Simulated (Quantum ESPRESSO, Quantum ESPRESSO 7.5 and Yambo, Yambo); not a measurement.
**Quasiparticle gap of InP (F-43m) in Yambo**

Wanted: ground state, empty states, screening and self-energy for InP (F-43m).

Main program and level: Quantum ESPRESSO 7.5 and Yambo 5.3.0; PBE and many-body steps on it, plane waves.

The database entry behind the starting cell differs from later determinations by our own check (0.1 to 0.3 % short, probably kX units), so it need not match the best structure at ambient conditions.

## 1. The starting structure

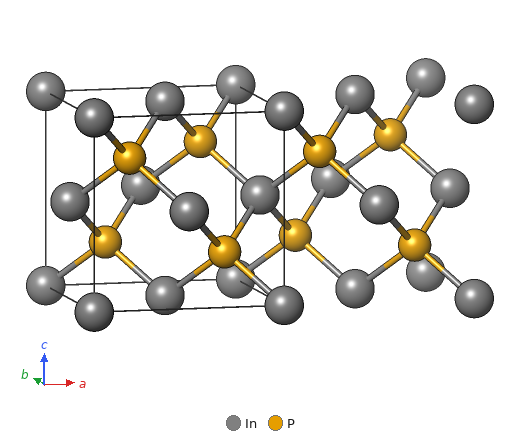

The starting structure, seen slightly off an axis (indium grey, phosphorus orange). 2×1×1 cells are drawn. This picture shows the conventional cell, with its axes. Bonds to atoms that aren't drawn are left out. Some periodic images of atoms are drawn too.

The cell and positions come from the Crystallography Open Database and are kept as given unless a step says otherwise.

## 2. Ground state

This step: Quantum ESPRESSO 7.5; DFT, PBE, plane waves, norm-conserving pseudopotentials.

The ground-state density comes first.

File pw.in:

```
&control
  calculation = 'scf'
  prefix = 'x'
  outdir = 'o'
  pseudo_dir = 'pseudo'
/
&system
  ibrav = 0
  nat = 2
  ntyp = 2
  ecutwfc = 62.0
  nbnd = 14
  force_symmorphic = .true.
/
&electrons
  conv_thr = 1e-10
  electron_maxstep = 80
  mixing_beta = 0.5
/
ATOMIC_SPECIES
  In 114.82 In.upf
  P 30.974 P.upf
CELL_PARAMETERS angstrom
  -0.0000000000 2.9305000000 2.9305000000
  2.9305000000 -0.0000000000 2.9305000000
  2.9305000000 2.9305000000 -0.0000000000
ATOMIC_POSITIONS crystal
  In 0.0000000000 0.0000000000 0.0000000000
  P 0.2500000000 0.2500000000 0.2500000000
K_POINTS automatic
  6 6 6 0 0 0
```

Run with:

```sh
$ OMP_NUM_THREADS=1 mpirun -n 4 pw.x -nk 4 -in pw.in > pw.out
```

What it wrote:

```text
Program PWSCF v.7.5 starts

     This program is part of the open-source Quantum ESPRESSO suite
     for quantum simulation of materials; please cite
         "P. Giannozzi et al., J. Phys.:Condens. Matter 21 395502 (2009);
         "P. Giannozzi et al., J. Phys.:Condens. Matter 29 465901 (2017);
         "P. Giannozzi et al., J. Chem. Phys. 152 154105 (2020);
     in publications or presentations arising from this work. More details at
     Message from routine setup:
     using ibrav=0 with symmetry is DISCOURAGED, use correct ibrav instead

     G-vector sticks info

     bravais-lattice index     =            0
     lattice parameter (alat)  =       7.8317  a.u.
     unit-cell volume          =     339.6658 (a.u.)^3
     number of atoms/cell      =            2
     number of atomic types    =            2
     number of electrons       =        18.00
     number of Kohn-Sham states=           14
     kinetic-energy cutoff     =      62.0000  Ry
     charge density cutoff     =     248.0000  Ry
     scf convergence threshold =      1.0E-10
     mixing beta               =       0.5000
     number of iterations used =            8  plain     mixing
     Exchange-correlation= PBE
                           (   1   4   3   4   0   0   0)

     celldm(1)=   7.831692  celldm(2)=   0.000000  celldm(3)=   0.000000
     celldm(4)=   0.000000  celldm(5)=   0.000000  celldm(6)=   0.000000

     crystal axes: (cart. coord. in units of alat)
               a(1) = (  -0.000000   0.707107   0.707107 )
               a(2) = (   0.707107  -0.000000   0.707107 )
               a(3) = (   0.707107   0.707107  -0.000000 )

     reciprocal axes: (cart. coord. in units 2 pi/alat)
               b(1) = ( -0.707107  0.707107  0.707107 )
               b(2) = (  0.707107 -0.707107  0.707107 )
               b(3) = (  0.707107  0.707107 -0.707107 )
     Pseudo is Norm-conserving + core correction, Zval = 13.0
     Generated using ONCVPSP code by D. R. Hamann
     Using radial grid of 1964 points,  6 beta functions with:
     Pseudo is Norm-conserving + core correction, Zval =  5.0
     Generated using ONCVPSP code by D. R. Hamann
     Using radial grid of 1298 points,  6 beta functions with:
     In               13.00   114.82000     In( 1.00)
     P                 5.00    30.97400     P ( 1.00)

     24 Sym. Ops. (no inversion) found

   Cartesian axes

     site n.     atom                  positions (alat units)
         1        In     tau(   1) = (   0.0000000   0.0000000   0.0000000  )
         2        P      tau(   2) = (   0.3535534   0.3535534   0.3535534  )

     number of k points=    16
                       cart. coord. in units 2pi/alat
        k(    1) = (   0.0000000   0.0000000   0.0000000), wk =   0.0092593
        k(    2) = (   0.1178511   0.1178511  -0.1178511), wk =   0.0740741
        k(    3) = (   0.2357023   0.2357023  -0.2357023), wk =   0.0740741
        k(    4) = (  -0.3535534  -0.3535534   0.3535534), wk =   0.0370370
        k(    5) = (   0.2357023   0.0000000  -0.0000000), wk =   0.0555556
        k(    6) = (   0.3535534   0.1178511  -0.1178511), wk =   0.2222222
        k(    7) = (  -0.2357023  -0.4714045   0.4714045), wk =   0.2222222
        k(    8) = (  -0.1178511  -0.3535534   0.3535534), wk =   0.2222222
        k(    9) = (   0.0000000  -0.2357023   0.2357023), wk =   0.1111111
        k(   10) = (   0.4714045   0.0000000  -0.0000000), wk =   0.0555556
     [... 4 further rows ...]
        k(   15) = (  -0.1178511  -0.3535534   0.5892557), wk =   0.2222222
        k(   16) = (  -0.7071068   0.2357023   0.0000000), wk =   0.1111111

     Dense  grid:    22227 G-vectors     FFT dimensions: (  40,  40,  40)

     Initial potential from superposition of free atoms

     starting charge      17.9960, renormalised to      18.0000
     Starting wfcs are   13 randomized atomic wfcs +    1 random wfcs

     per-process dynamical memory:    20.0 Mb

     Self-consistent Calculation

     iteration #  1     ecut=    62.00 Ry     beta= 0.50

     Threshold (ethr) on eigenvalues was too large:
     Diagonalizing with lowered threshold

     total energy              =    -146.76261244 Ry
     estimated scf accuracy    <       0.10587311 Ry

     iteration #  2     ecut=    62.00 Ry     beta= 0.50

     total energy              =    -146.78536933 Ry
     estimated scf accuracy    <       0.00677246 Ry

     iteration #  3     ecut=    62.00 Ry     beta= 0.50

     total energy              =    -146.78590362 Ry
     estimated scf accuracy    <       0.00135143 Ry

     iteration #  4     ecut=    62.00 Ry     beta= 0.50

     total energy              =    -146.78596715 Ry
     estimated scf accuracy    <       0.00003317 Ry

     iteration #  5     ecut=    62.00 Ry     beta= 0.50

     total energy              =    -146.78598254 Ry
     estimated scf accuracy    <       0.00000139 Ry

     iteration #  6     ecut=    62.00 Ry     beta= 0.50

     total energy              =    -146.78598310 Ry
     estimated scf accuracy    <       0.00000016 Ry

     iteration #  7     ecut=    62.00 Ry     beta= 0.50

     total energy              =    -146.78598317 Ry
     estimated scf accuracy    <       0.00000001 Ry

     iteration #  8     ecut=    62.00 Ry     beta= 0.50

     total energy              =    -146.78598317 Ry
     estimated scf accuracy    <          2.2E-09 Ry

     iteration #  9     ecut=    62.00 Ry     beta= 0.50

     total energy              =    -146.78598317 Ry
     estimated scf accuracy    <          2.8E-10 Ry

     iteration # 10     ecut=    62.00 Ry     beta= 0.50

     total energy              =    -146.78598317 Ry
     estimated scf accuracy    <          1.2E-10 Ry

     iteration # 11     ecut=    62.00 Ry     beta= 0.50

     End of self-consistent calculation

          k = 0.0000 0.0000 0.0000 (  2741 PWs)   bands (ev):

    -7.0992  -7.0992  -7.0992  -6.9505  -6.9505  -4.3704   7.1482   7.1482
     7.1482   7.8576  11.2364  11.2364  11.2364  15.7344

          k = 0.1179 0.1179-0.1179 (  2788 PWs)   bands (ev):

    -7.1304  -7.0870  -7.0870  -6.9502  -6.9502  -4.0585   4.9628   6.8439
     6.8439   8.9502  11.6486  11.6754  11.6754  15.7533

          k = 0.2357 0.2357-0.2357 (  2812 PWs)   bands (ev):

    -7.1879  -7.0676  -7.0676  -6.9438  -6.9438  -3.2529   2.5805   6.3725
     6.3725   8.8014  12.0130  12.0130  13.4359  16.0653

          k =-0.3536-0.3536 0.3536 (  2788 PWs)   bands (ev):

     [... further k-points ...]

     highest occupied, lowest unoccupied level (ev):     7.1482    7.8576

!    total energy              =    -146.78598317 Ry
     estimated scf accuracy    <          2.3E-12 Ry

     The total energy is the sum of the following terms:
     one-electron contribution =     -49.66077828 Ry
     hartree contribution      =      36.82749686 Ry
     xc contribution           =     -44.23229754 Ry
     ewald contribution        =     -89.72040421 Ry

     convergence has been achieved in  11 iterations

     XML data file, charge density, pseudopotentials, collected wavefunctions

=------------------------------------------------------------------------------=
   JOB DONE.
=------------------------------------------------------------------------------=
```

The job ended after 3.9 s (4 MPI ranks of Arm Neoverse V1, shared host; peak memory 0.22 GiB).

This step gave:

```yaml
total_energy: -1997.1250 eV
gap: 0.7094 eV
k_of_the_valence_top: 0, 0, 0
k_of_the_conduction_bottom: 0, 0, 0
least_direct_gap: 0.7094 eV
```

The gap is direct, at Γ.

## 3. Bands along the symmetry lines

The cheap functional maps the bands first; the places of the edges decide which points the dearer methods must see.

File pw.in:

```
&control
  calculation = 'bands'
  prefix = 'x'
  outdir = 'o'
  pseudo_dir = 'pseudo'
/
&system
  ibrav = 0
  nat = 2
  ntyp = 2
  ecutwfc = 62.0
  nbnd = 15
  force_symmorphic = .true.
/
&electrons
  conv_thr = 1e-9
  electron_maxstep = 80
  diago_full_acc = .true.
  diago_thr_init = 5e-6
/
ATOMIC_SPECIES
  In 114.82 In.upf
  P 30.974 P.upf
CELL_PARAMETERS angstrom
  -0.0000000000 2.9305000000 2.9305000000
  2.9305000000 -0.0000000000 2.9305000000
  2.9305000000 2.9305000000 -0.0000000000
ATOMIC_POSITIONS crystal
  In 0.0000000000 0.0000000000 0.0000000000
  P 0.2500000000 0.2500000000 0.2500000000
K_POINTS crystal
  50
  0.00000000 0.00000000 0.00000000 1
  -0.06250000 -0.06250000 0.00000000 1
  -0.12500000 -0.12500000 0.00000000 1
  -0.18750000 -0.18750000 0.00000000 1
  -0.25000000 -0.25000000 0.00000000 1
  -0.31250000 -0.31250000 0.00000000 1
  -0.37500000 -0.37500000 0.00000000 1
  -0.43750000 -0.43750000 0.00000000 1
  -0.50000000 -0.50000000 0.00000000 1
  -0.48437500 -0.48437500 0.03125000 1
  -0.46875000 -0.46875000 0.06250000 1
  -0.45312500 -0.45312500 0.09375000 1
  -0.43750000 -0.43750000 0.12500000 1
  -0.42187500 -0.42187500 0.15625000 1
  -0.40625000 -0.40625000 0.18750000 1
  -0.39062500 -0.39062500 0.21875000 1
  -0.37500000 -0.37500000 0.25000000 1
  -0.37500000 0.00000000 0.37500000 1
  -0.32812500 0.00000000 0.32812500 1
  -0.28125000 0.00000000 0.28125000 1
  -0.23437500 0.00000000 0.23437500 1
  -0.18750000 0.00000000 0.18750000 1
  -0.14062500 0.00000000 0.14062500 1
  -0.09375000 0.00000000 0.09375000 1
  -0.04687500 0.00000000 0.04687500 1
  0.00000000 0.00000000 0.00000000 1
  0.00000000 0.00000000 0.06250000 1
  0.00000000 0.00000000 0.12500000 1
  0.00000000 0.00000000 0.18750000 1
  0.00000000 0.00000000 0.25000000 1
  0.00000000 0.00000000 0.31250000 1
  0.00000000 0.00000000 0.37500000 1
  0.00000000 0.00000000 0.43750000 1
  -0.00000000 -0.00000000 0.50000000 1
  -0.06250000 -0.03125000 0.46875000 1
  -0.12500000 -0.06250000 0.43750000 1
  -0.18750000 -0.09375000 0.40625000 1
  -0.25000000 -0.12500000 0.37500000 1
  -0.31250000 -0.15625000 0.34375000 1
  -0.37500000 -0.18750000 0.31250000 1
  -0.43750000 -0.21875000 0.28125000 1
  -0.50000000 -0.25000000 0.25000000 1
  -0.50000000 -0.28125000 0.21875000 1
  -0.50000000 -0.31250000 0.18750000 1
  -0.50000000 -0.34375000 0.15625000 1
  -0.50000000 -0.37500000 0.12500000 1
  -0.50000000 -0.40625000 0.09375000 1
  -0.50000000 -0.43750000 0.06250000 1
  -0.50000000 -0.46875000 0.03125000 1
  -0.50000000 -0.50000000 0.00000000 1
```

What it wrote:

```text
[banner, memory and clock lines left out]
Program PWSCF v.7.5 starts

     Atomic positions and unit cell read from directory:
     o/x.save/

     Message from routine setup:
     using ibrav=0 with symmetry is DISCOURAGED, use correct ibrav instead

     G-vector sticks info

     bravais-lattice index     =            0
     lattice parameter (alat)  =       7.8317  a.u.
     unit-cell volume          =     339.6658 (a.u.)^3
     number of atoms/cell      =            2
     number of atomic types    =            2
     number of electrons       =        18.00
     number of Kohn-Sham states=           15
     kinetic-energy cutoff     =      62.0000  Ry
     charge density cutoff     =     248.0000  Ry
     Exchange-correlation= PBE
                           (   1   4   3   4   0   0   0)

     celldm(1)=   7.831692  celldm(2)=   0.000000  celldm(3)=   0.000000
     celldm(4)=   0.000000  celldm(5)=   0.000000  celldm(6)=   0.000000

     crystal axes: (cart. coord. in units of alat)
               a(1) = (  -0.000000   0.707107   0.707107 )
               a(2) = (   0.707107  -0.000000   0.707107 )
               a(3) = (   0.707107   0.707107  -0.000000 )

     reciprocal axes: (cart. coord. in units 2 pi/alat)
               b(1) = ( -0.707107  0.707107  0.707107 )
               b(2) = (  0.707107 -0.707107  0.707107 )
               b(3) = (  0.707107  0.707107 -0.707107 )
     Pseudo is Norm-conserving + core correction, Zval = 13.0
     Generated using ONCVPSP code by D. R. Hamann
     Using radial grid of 1964 points,  6 beta functions with:
     Pseudo is Norm-conserving + core correction, Zval =  5.0
     Generated using ONCVPSP code by D. R. Hamann
     Using radial grid of 1298 points,  6 beta functions with:
     In               13.00   114.82000     In( 1.00)
     P                 5.00    30.97400     P ( 1.00)

     24 Sym. Ops. (no inversion) found

   Cartesian axes

     site n.     atom                  positions (alat units)
         1        In     tau(   1) = (   0.0000000   0.0000000   0.0000000  )
         2        P      tau(   2) = (   0.3535534   0.3535534   0.3535534  )

     number of k points=    50
                       cart. coord. in units 2pi/alat
        k(    1) = (   0.0000000   0.0000000   0.0000000), wk =   0.0400000
        k(    2) = (   0.0000000   0.0000000  -0.0883883), wk =   0.0400000
        k(    3) = (   0.0000000   0.0000000  -0.1767767), wk =   0.0400000
[...]
[... 38 further rows ...]
        k(   49) = (   0.0441942  -0.0000000  -0.7071068), wk =   0.0400000
        k(   50) = (   0.0000000   0.0000000  -0.7071068), wk =   0.0400000

     Dense  grid:    22227 G-vectors     FFT dimensions: (  40,  40,  40)

     The potential is recalculated from file :
     o/x.save/charge-density

     Starting wfcs are   13 randomized atomic wfcs +    2 random wfcs

     Band Structure Calculation

     End of band structure calculation

          k = 0.0000 0.0000 0.0000 (  2741 PWs)   bands (ev):

    -7.0992  -7.0992  -7.0992  -6.9505  -6.9505  -4.3704   7.1482   7.1482
     7.1482   7.8576  11.2364  11.2364  11.2364  15.7344  16.5605

          k = 0.0000 0.0000-0.0884 (  2754 PWs)   bands (ev):

    -7.1078  -7.0954  -7.0954  -6.9521  -6.9491  -4.3105   6.4994   6.9995
     6.9995   8.4980  11.0438  11.4390  11.4390  15.9221  16.0895

          k = 0.0000 0.0000-0.1768 (  2782 PWs)   bands (ev):

    -7.1313  -7.0848  -7.0848  -6.9566  -6.9455  -4.1341   5.6012   6.6322
     6.6322   9.3360  10.6008  11.9689  11.9689  14.9495  16.7078

          k =-0.0000 0.0000-0.2652 (  2790 PWs)   bands (ev):

[...]
k = 0.0000 0.0000-0.3536 (  2826 PWs)   bands (ev):

[...]
k = 0.0000-0.0000-0.4419 (  2810 PWs)   bands (ev):

[...]
k =-0.0000 0.0000-0.5303 (  2810 PWs)   bands (ev):

[...]
k = 0.0000-0.0000-0.6187 (  2814 PWs)   bands (ev):

[...]
k = 0.5303-0.0000-0.5303 (  2810 PWs)   bands (ev):

[...]
k = 0.0000 0.0000 0.0000 (  2741 PWs)   bands (ev):

[...]
k = 0.1326 0.0000-0.7071 (  2806 PWs)   bands (ev):

[...]
k = 0.0884-0.0000-0.7071 (  2806 PWs)   bands (ev):

[...]
k = 0.0442-0.0000-0.7071 (  2794 PWs)   bands (ev):

    -7.2800  -7.0017  -6.9972  -6.9945  -6.9164  -1.9966   1.3993   4.8012
     4.8012   8.9738   9.4706  16.1910  16.5265  16.8414  18.0213

          k = 0.0000 0.0000-0.7071 (  2778 PWs)   bands (ev):

    -7.2811  -7.0012  -6.9955  -6.9955  -6.9157  -1.9995   1.3941   4.8285
     4.8285   8.9086   9.4113  16.3837  16.7275  16.7276  17.9493

     XML data file, pseudopotentials, collected wavefunctions
```

Wall time 3.9 s (4 MPI ranks); peak memory 0.2 GiB.

This step gave:

* gap: 0.7094 eV
* k of the valence top: 0, 0, 0
* k of the conduction bottom: 0, 0, 0
* least direct gap: 0.7094 eV

The gap is 0.709 eV, as in the run before at this level.

The electronic bands at the labelled points (eV, zero at the top of the highest filled band):

| point | band 6 | band 7 | band 8 | band 9 | band 10 | band 11 | band 12 | band 13 |
| --- | --- | --- | --- | --- | --- | --- | --- | --- |
| Γ | -11.52 | 0.00 | 0.00 | 0.00 | 0.71 | 4.09 | 4.09 | 4.09 |
| X | -9.15 | -5.75 | -2.32 | -2.32 | 1.76 | 2.26 | 9.24 | 9.58 |
| U | -9.16 | -5.61 | -3.30 | -1.94 | 2.36 | 4.39 | 7.52 | 7.55 |
| jump to K | -9.16 | -5.61 | -3.30 | -1.94 | 2.36 | 4.39 | 7.52 | 7.55 |
| Γ | -11.52 | 0.00 | 0.00 | 0.00 | 0.71 | 4.09 | 4.09 | 4.09 |
| L | -9.80 | -5.73 | -0.97 | -0.97 | 1.50 | 4.80 | 4.80 | 7.12 |
| W | -9.07 | -5.60 | -2.95 | -2.91 | 4.30 | 4.38 | 5.57 | 6.21 |
| X | -9.15 | -5.75 | -2.32 | -2.32 | 1.76 | 2.26 | 9.24 | 9.58 |

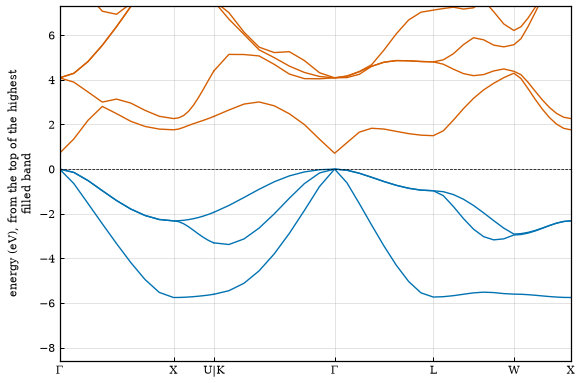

Electronic bands along the path; lines of filled and empty bands in two colours.

[end of part 1 of 3]

[Paths, hosts, dates, memory and timing lines, banners, echoed tables and standing remarks are left out of the program output.]

[Logs are printed without paths, hosts, clocks, repeated set-up lines and the standing remarks that a program may print on its own settings, such as how far it seeks lower states.]

[Runs of the session that timed out or met a known fault of the program may be left out.]

[Hosts, paths, dates, database ids (printed as entryN), source tags and the programs' standing remarks are cut or masked in the printed files.]
